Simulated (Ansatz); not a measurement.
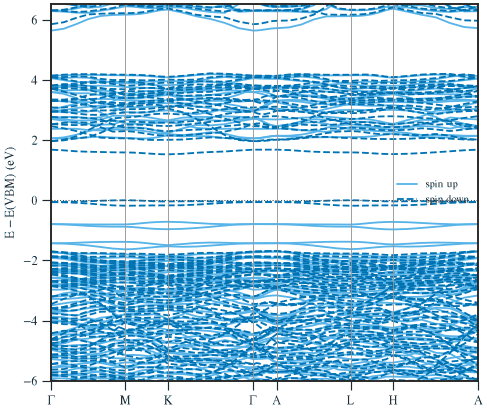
*Band structure from plane-wave PAW r²SCAN (Ansatz code)*

**Question.** Read off the gap and where the band edges lie.

**Answer.** About 1.5 eV (1.53 eV by a search for the band edges); maximum at L, minimum on the K–H2 line, 21 % of the way from K.

**Question.** Pick the material that matches.
A) BaAlGeH, P3m1 (Ba on 1b, Al on 1a, Ge on 1c, H on 1a)
B) Li2HfN2, P-3m1 (Li on 2d, Hf on 1a, N on 2d)
C) CoLi4Nb6O18, P3 (Pearson symbol hP29)
D) Ce2SeO2, P-3m1 (Ce on 2d, Se on 1b, O on 2d)

**Answer.** C, CoLi4Nb6O18, P3 (Pearson symbol hP29)

The start of the workflow was typed in or built on a structure type; neither database checked (COD, Materials Project) lists it. Its standing as an ambient phase is unchecked. The r²SCAN relaxation kept the symmetry of its start; its stability against distortions is not shown here. The final state is ferromagnetic, the only order run, not a proven ground state. Other orbital occupations within this spin state were not tried. No Hubbard U is applied. Scalar-relativistic: spin–orbit coupling is off unless named, which matters more the heavier the elements.

Potentials: the later of the program's two PAW sets.
